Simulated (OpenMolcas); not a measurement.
## YCl3: a line through the functionals

YCl3: 4 atoms, total charge 0, spin state singlet. SMILES: `[Cl][Y]([Cl])[Cl]`. The shape is that of a PBE0-D4/def2-TZVP optimisation.

The vertical energy of the triplet above the singlet y, in eV, basis def2-SVP with a core potential; a is the functional's share of exact exchange. Programs: OpenMolcas 26.06.

| functional | program | a | y (eV) |
| --- | --- | --- | --- |
| PBE | OpenMolcas | 0 | 4.31 |
| TPSS | OpenMolcas | 0 | 4.50 |
| B3LYP | OpenMolcas | 0.2 | ? |
| PBE0 | OpenMolcas | 0.25 | 4.88 |
| BHLYP | OpenMolcas | 0.5 | 5.30 |

Question: Fit y = c + s·a to the known rows and predict B3LYP.

Answer: 
1. Means of the 4 rows: a = 0.1875, y = 4.747.
2. Σ(Δa)² = 0.17188, Σ(Δa·Δy) = 0.30938, so the slope is 0.30938/0.17188 = 1.8.
3. Intercept: 4.747 − (1.8) × 0.1875 = 4.409. The largest residual of the fit is 0.099.
4. B3LYP: 4.409 + (1.8) × 0.2 = 4.77 eV.

The run gave 4.66 eV, so the prediction is off by +0.11 eV, about the scatter of the fit. The rows mix families of semi-local functionals, which the line can't see. Spin-orbit coupling is left out.

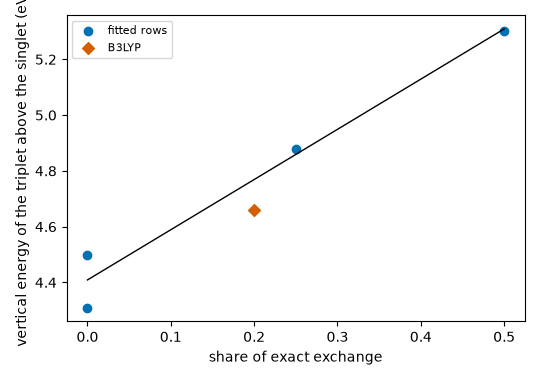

The fitted line, with the withheld row.
